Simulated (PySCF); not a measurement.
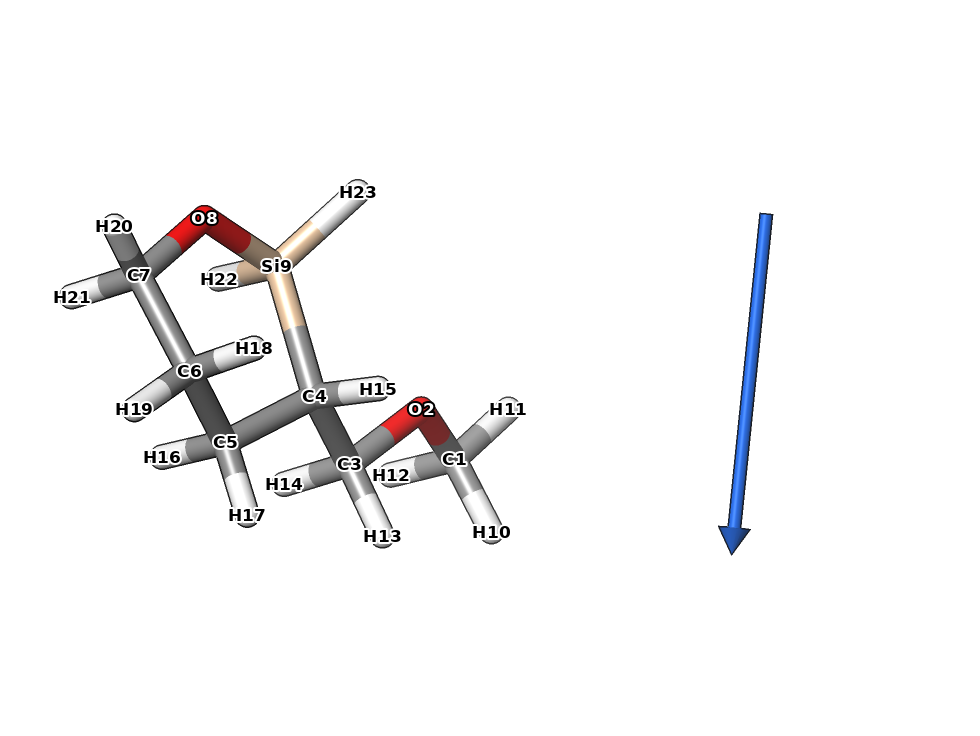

The arrow beside the molecule shows the direction of the dipole moment, from the negative to the positive end (its length means nothing). The computed structure is the end point of a GFN2-xTB optimisation. No frequency run is at hand to confirm it as a minimum. Properties computed with PBE0/pcSseg-1, gas phase (PySCF 2.14.0).

**How large is the dipole moment?**

2.72 D; it points from the side of H23 to the side of H10, H13 (the outermost atoms at the two ends).

The geometry is semi-empirical. Around Si such bond lengths and angles can be off by a tenth of an ångström or more and by several degrees, and values that hang on the shape move with them.
